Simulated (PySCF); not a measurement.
# NO+ (nitrosonium): levels of theory compared

We compute a comparison of 5 runs (HF/STO-3G, HF/3-21G, HF/def2-SVP, PBE0/def2-SVP, CCSD/aug-cc-pVDZ) of NO+ (nitrosonium). The job is set up through a Python script.

Program for the calculation: PySCF 2.14.0.

## (1) Starting point

NO+ has 2 atoms, charge +1, and is taken as a singlet. As SMILES, `N#[O+]`. The bond length is the measured one.

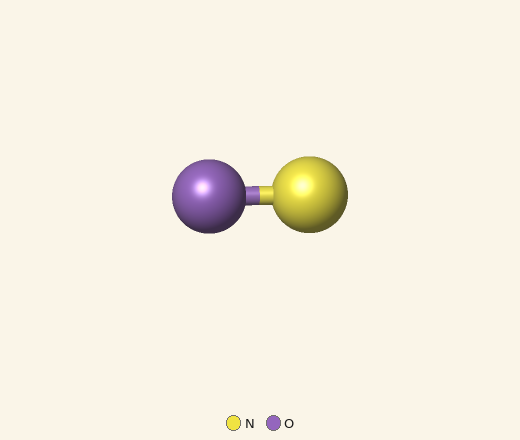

Viewed from a chosen angle; nitrogen yellow, oxygen purple.

## (2) Energy and gradient at HF/STO-3G (run 1)

Contents of job.py:

```python
from pyscf import gto, scf

mol = gto.Mole()
mol.atom = [
    ('N', (0.000000, 0.000000, 0.000000)),
    ('O', (0.000000, 0.000000, 1.063220)),
]
mol.max_memory = 1860
mol.basis = 'sto-3g'
mol.charge = 1
mol.spin = 0
mol.verbose = 4
mol.build()

hf = scf.RHF(mol)
hf.conv_tol = 1e-10
hf.kernel()
if not hf.converged:
    hf = hf.newton().run(hf.mo_coeff, hf.mo_occ)

e_final = hf.e_tot
print('E(%s) = %.9f' % ('HF', e_final))
grad = hf.nuc_grad_method().kernel()
hf.analyze()
```

Run with:

```
$ OMP_NUM_THREADS=1 python job.py
```

The program printed:

```text
PySCF version 2.14.0

[INPUT] num. atoms = 2
[INPUT] num. electrons = 14
[INPUT] charge = 1
[INPUT] spin (= nelec alpha-beta = 2S) = 0
[INPUT] symmetry False subgroup None
[INPUT] Mole.unit = angstrom
[INPUT] Symbol           X                Y                Z      unit          X                Y                Z       unit  Magmom
[INPUT]  1 N      0.000000000000   0.000000000000   0.000000000000 AA    0.000000000000   0.000000000000   0.000000000000 Bohr   0.0
[INPUT]  2 O      0.000000000000   0.000000000000   1.063220000000 AA    0.000000000000   0.000000000000   2.009194610160 Bohr   0.0

nuclear repulsion = 27.8718645355806
number of shells = 6
number of NR pGTOs = 30
number of NR cGTOs = 10
basis = sto-3g
ecp = {}

[... 35 lines left out ...]
converged SCF energy = -127.186197959587
[... 11 lines left out ...]
Nuclear Repulsion Energy =              27.871864535580595
[... 1 line left out ...]
Two-electron Energy =                   65.901717607873479
[... 1 line left out ...]
DFT Exchange-Correlation Energy =      -14.160959360190816
[... 3 lines left out ...]
MO #2   energy= -16.2650022364239  occ= 2
[... 1 line left out ...]
MO #4   energy= -1.35829870544519  occ= 2
[... 1 line left out ...]
MO #6   energy= -1.18719159893236  occ= 2
[... 1 line left out ...]
MO #8   energy= -0.293531180050881 occ= 0
[... 1 line left out ...]
MO #10  energy= 0.477565961678732  occ= 0
[... 16 lines left out ...]
WARN: System has nonzero charge 1; the dipole moment is origin-dependent.
Location of origin: [0. 0. 0.]

Dipole moment(X, Y, Z, Debye): -0.00000,  0.00000,  2.33847
```

Run time: 1.7 s. Hardware: 1 thread of Intel Xeon at 2.70GHz, shared host; peak memory 0.12 GiB.

## (3) Energy and forces at HF/3-21G (run 2)

Contents of input.xyz:

```xyz
2

N      0.000000     0.000000     0.000000
O      0.000000     0.000000     1.063220
```

Contents of job.py:

```python
import pyscf.grad
from pyscf import gto, scf

mol = gto.M(
    atom='input.xyz',
    max_memory=1860,
    basis='3-21g',
    verbose=3,
    spin=0,
    charge=1,
)

mf = scf.RHF(mol)
mf.conv_tol = 1e-10
mf.kernel()
if not mf.converged:
    mf = mf.newton().run(mf.mo_coeff, mf.mo_occ)

etot = mf.e_tot
print(f'total energy: {etot:.8f} hartree')
grad = mf.Gradients().kernel()
dip = mf.dip_moment()
pop, q = mf.mulliken_pop()
```

Run with:

```
$ OMP_NUM_THREADS=1 python job.py
```

The program printed:

```text
converged SCF energy = -128.136807975831
total energy: -128.13680798 hartree
--------------- RHF gradients ---------------
         x                y                z
0 N     0.0000000000     0.0000000000    -0.0566471847
1 O    -0.0000000000    -0.0000000000     0.0566471847
----------------------------------------------

WARN: System has nonzero charge 1; the dipole moment is origin-dependent.
Location of origin: [0. 0. 0.]

Dipole moment(X, Y, Z, Debye): -0.00000, -0.00000,  1.79783
 ** Mulliken pop  **
pop of  0 N 1s            1.98944
pop of  0 N 2s            0.54160
pop of  0 N 3s            1.25190
pop of  0 N 2px           0.36901
pop of  0 N 2py           0.36901
pop of  0 N 2pz           0.79479
pop of  0 N 3px           0.34116
pop of  0 N 3py           0.34116
pop of  0 N 3pz           0.08392
pop of  1 O 1s            1.98814
pop of  1 O 2s            0.49336
pop of  1 O 3s            1.52991
pop of  1 O 2px           0.61503
pop of  1 O 2py           0.61503
pop of  1 O 2pz           0.80672
pop of  1 O 3px           0.67480
pop of  1 O 3py           0.67480
pop of  1 O 3pz           0.52022
 ** Mulliken atomic charges  **
charge of    0N =      0.91800
charge of    1O =      0.08200
```

It took 1.5 s on 1 thread of Intel Xeon at 2.70GHz, shared host; peak memory 0.12 GiB.

Run 3 isn't shown in full; the table further down has it.

## (4) Energy and gradient at PBE0/def2-SVP (run 4)

Contents of calc.py:

```python
import pyscf.grad
from pyscf import gto, dft

system = gto.M(
    atom=[
    ('N', (0.000000, 0.000000, 0.000000)),
    ('O', (0.000000, 0.000000, 1.063220)),
],
    max_memory=1860,
    basis='def2-svp',
    charge=1,
    verbose=4,
)

mf = dft.RKS(system, xc='pbe0')
mf.grids.level = 5
mf.conv_tol = 1e-10
mf.kernel()
if not mf.converged:
    mf = mf.newton().run(mf.mo_coeff, mf.mo_occ)

e_final = mf.e_tot
print('E(%s) = %.9f' % ('PBE0', e_final))
grad = mf.Gradients().kernel()
dip = mf.dip_moment()
pop, q = mf.mulliken_pop()
```

Run with:

```
$ OMP_NUM_THREADS=1 python calc.py
```

The program printed:

```text
PySCF version 2.14.0

[INPUT] num. atoms = 2
[INPUT] num. electrons = 14
[INPUT] charge = 1
[INPUT] spin (= nelec alpha-beta = 2S) = 0
[INPUT] symmetry False subgroup None
[INPUT] Mole.unit = angstrom
[INPUT] Symbol           X                Y                Z      unit          X                Y                Z       unit  Magmom
[INPUT]  1 N      0.000000000000   0.000000000000   0.000000000000 AA    0.000000000000   0.000000000000   0.000000000000 Bohr   0.0
[INPUT]  2 O      0.000000000000   0.000000000000   1.063220000000 AA    0.000000000000   0.000000000000   2.009194610160 Bohr   0.0

nuclear repulsion = 27.8718645355806
number of shells = 12
number of NR pGTOs = 48
number of NR cGTOs = 28
basis = def2-svp
ecp = {}

[... 48 lines left out ...]
converged SCF energy = -129.295524785288
[... 7 lines left out ...]
0 N     0.0000000000     0.0000000000    -0.0117052746
1 O     0.0000000000    -0.0000000000     0.0117059200
----------------------------------------------

WARN: System has nonzero charge 1; the dipole moment is origin-dependent.
Location of origin: [0. 0. 0.]

Dipole moment(X, Y, Z, Debye):  0.00000,  0.00000,  2.28889
 ** Mulliken pop  **
pop of  0 N 1s            1.99094
pop of  0 N 2s            1.25812
pop of  0 N 3s            0.59079
pop of  0 N 2px           0.52615
pop of  0 N 2py           0.52615
pop of  0 N 2pz           0.93828
pop of  0 N 3px           0.19569
pop of  0 N 3py           0.19569
pop of  0 N 3pz           0.11254
pop of  0 N 3dxy          0.00000
pop of  0 N 3dyz          0.02500
pop of  0 N 3dz^2         0.02407
pop of  0 N 3dxz          0.02500
pop of  0 N 3dx2-y2       0.00000
pop of  1 O 1s            1.99015
pop of  1 O 2s            1.20358
pop of  1 O 3s            0.62651
pop of  1 O 2px           0.84055
pop of  1 O 2py           0.84055
pop of  1 O 2pz           1.02293
pop of  1 O 3px           0.39921
pop of  1 O 3py           0.39921
pop of  1 O 3pz           0.22776
pop of  1 O 3dxy          0.00000
pop of  1 O 3dyz          0.01341
pop of  1 O 3dz^2         0.01433
pop of  1 O 3dxz          0.01341
pop of  1 O 3dx2-y2       0.00000
 ** Mulliken atomic charges  **
charge of    0N =      0.59157
charge of    1O =      0.40843
```

Run time: 4.8 s. Hardware: 1 thread of Intel Xeon at 2.70GHz, shared host; peak memory 0.34 GiB.

## (5) A single-point energy at CCSD/aug-cc-pVDZ (run 5)

Contents of calc.py:

```python
# nitrosyl
from pyscf import gto, scf, cc

system = gto.M(
    atom=[
    ('N', (0.000000, 0.000000, 0.000000)),
    ('O', (0.000000, 0.000000, 1.063220)),
],
    verbose=3,
    basis='aug-cc-pvdz',
    max_memory=1860,
    charge=1,
)

mf = scf.RHF(system)
mf.conv_tol = 1e-10
mf.kernel()
if not mf.converged:
    mf = mf.newton().run(mf.mo_coeff, mf.mo_occ)

mycc = cc.CCSD(mf, frozen=2)
mycc.kernel()
energy = mycc.e_tot
print('E(%s) = %.9f' % ('CCSD', energy))
mf.analyze()
```

Run with:

```
$ OMP_NUM_THREADS=1 python calc.py
```

The program printed:

```text
converged SCF energy = -128.933805270013
E(CCSD) = -129.2761603771325  E_corr = -0.3423551071190428
E(CCSD) = -129.276160377
**** MO energy ****
MO #1   energy= -21.2212718174159  occ= 2
MO #2   energy= -16.2515465224867  occ= 2
MO #3   energy= -2.16191279061615  occ= 2
MO #4   energy= -1.3523913289637   occ= 2
MO #5   energy= -1.15098184994396  occ= 2
MO #6   energy= -1.15098184994396  occ= 2
MO #7   energy= -1.13931328758142  occ= 2
MO #8   energy= -0.281255288664979 occ= 0
MO #9   energy= -0.281255288664978 occ= 0
MO #10  energy= -0.11044651539879  occ= 0
MO #11  energy= -0.0606195144888722 occ= 0
MO #12  energy= -0.0606195144888693 occ= 0
MO #13  energy= -0.058998658618803 occ= 0
MO #14  energy= 0.0083547550022498 occ= 0
MO #15  energy= 0.0379511163329437 occ= 0
MO #16  energy= 0.037951116332948  occ= 0
MO #17  energy= 0.147708367054238  occ= 0
MO #18  energy= 0.304147329118903  occ= 0
MO #19  energy= 0.304147329118906  occ= 0
MO #20  energy= 0.356010499029701  occ= 0
MO #21  energy= 0.524868195643881  occ= 0
MO #22  energy= 0.524868195643891  occ= 0
MO #23  energy= 0.564551218328158  occ= 0
MO #24  energy= 0.600209017986307  occ= 0
MO #25  energy= 0.641855819191142  occ= 0
MO #26  energy= 0.641855819191167  occ= 0
MO #27  energy= 0.760717159559194  occ= 0
MO #28  energy= 0.7607171595592    occ= 0
MO #29  energy= 0.899110861356526  occ= 0
MO #30  energy= 0.899110861356531  occ= 0
MO #31  energy= 0.965097726992989  occ= 0
MO #32  energy= 1.16178843416048   occ= 0
MO #33  energy= 1.37189272927638   occ= 0
MO #34  energy= 1.37189272927643   occ= 0
MO #35  energy= 1.82680425733709   occ= 0
MO #36  energy= 1.95757538742073   occ= 0
MO #37  energy= 1.95757538742073   occ= 0
MO #38  energy= 2.10001039113846   occ= 0
MO #39  energy= 2.10001039113847   occ= 0
MO #40  energy= 2.40436422584619   occ= 0
MO #41  energy= 3.08492435646899   occ= 0
MO #42  energy= 3.11095590542125   occ= 0
MO #43  energy= 3.11095590542125   occ= 0
MO #44  energy= 3.46071628243886   occ= 0
MO #45  energy= 3.46071628243888   occ= 0
MO #46  energy= 3.6918642742765    occ= 0
 ** Mulliken atomic charges  **
charge of    0N =      0.68642
charge of    1O =      0.31358

WARN: System has nonzero charge 1; the dipole moment is origin-dependent.
Location of origin: [0. 0. 0.]

Dipole moment(X, Y, Z, Debye): -0.00000, -0.00000,  2.08753
```

Run time: 2.3 s. Hardware: 1 thread of Intel Xeon at 2.70GHz, shared host; peak memory 0.14 GiB.

## (6) The series

```tsv
run	level	integration grid	task	energy (Eh)	HOMO energy (eV)	LUMO energy (eV)	HOMO–LUMO gap (eV)	wall time
1	HF/STO-3G	–	gradient	-127.186198	-30.52	-7.99	22.53	1.7 s
2	HF/3-21G	–	gradient	-128.136808	-31.18	-8.45	22.73	1.5 s
3	HF/def2-SVP	–	gradient	-128.800750	-31.12	-7.86	23.27	1.3 s
4	PBE0/def2-SVP	5	gradient	-129.295525	-25.38	-13.26	12.12	4.8 s
5	CCSD/aug-cc-pVDZ	–	energy	-129.276160	-31.00	-7.65	23.35	2.3 s
```

## (7) Summary of results

| quantity | value |
| --- | --- |
| run 5: total energy | -129.27616 Eh |
| run 5: HOMO energy (Hartree–Fock orbitals) | -31.00 eV |
| run 5: LUMO energy (Hartree–Fock orbitals) | -7.65 eV |
| run 5: HOMO–LUMO gap (Hartree–Fock orbitals) | 23.35 eV |
| run 5: correlation energy (2 core orbitals frozen) | -342.4 mEh |
| run 5: T1 diagnostic | 0.017 |

In words: Over runs 1, 2, 3, 4 the HOMO–LUMO gap runs from 12.12 eV (PBE0/def2-SVP) to 23.27 eV (HF/def2-SVP). Exact exchange widens orbital gaps. In run 1 the basis is minimal, so the values are rough. All runs together took 12 s, the longest 4.8 s.
